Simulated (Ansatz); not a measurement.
Cost and result by functional for the adsorption energy of OH on the 1x1 (101) surface of anatase TiO2 (cut with top plane O), one in a 2x1 cell, started at the site 'top O #2', in Ansatz (plane waves, PAW). Single points on the PBE structure, on one kind of machine; costs are rough ratios of the slab run's core time (references not counted) to the cheapest single point. r2SCAN's cost holds its higher cutoff (500 against 420 eV). Differences are taken against r2SCAN for comparison alone: no measured value is at hand, so the table doesn't rank accuracy. The points keep PBE's geometry, so the relaxation of a polaron and the settling of charge on one site are left out.

Host crystal: anatase TiO2, with a band gap (PBE, scalar-relativistic without spin-orbit coupling).

Set-up: 38 atoms, 9.4 Å thick at the start under the adsorbate (thin: gaps and levels are the slab's own); mesh 3x4x1; 0.01 eV smearing; dipole correction on; 14 atoms held, the rest relaxed; no symmetry held; spin-polarised, ending with about 1.0 μB a cell; orders that need a larger cell were not tried, no spin-orbit, no U, no dispersion correction. At the end it is bonded to Ti. In PBE it is, or lies within 0.03 eV of, the lowest of the starts that converged. These notes are the PBE run's. r2SCAN: The program's check for a lower electronic state was not made. Adsorption energies are against H2O(g) − ½ H2(g). A negative adsorption energy means that the adsorbate is more stable on the surface than in its reference.

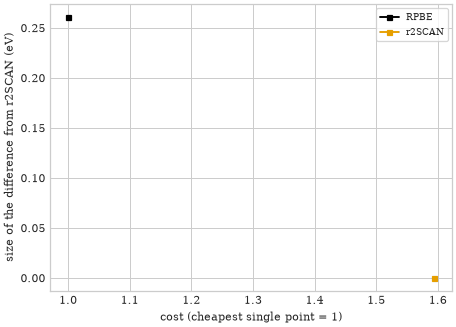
Figure: Difference from r2SCAN against cost

```tsv
functional	relative cost	adsorption energy (eV)	less r2SCAN (eV)
RPBE	1	2.39	0.26
r2SCAN	2	2.13	0.00
PBE (the relaxed run's value)	–	2.29	0.16
```

The values span 0.26 eV, while the single points' costs differ by a factor of roughly 2. Differences are of unrounded values.

Ansatz is a program for electronic structure.
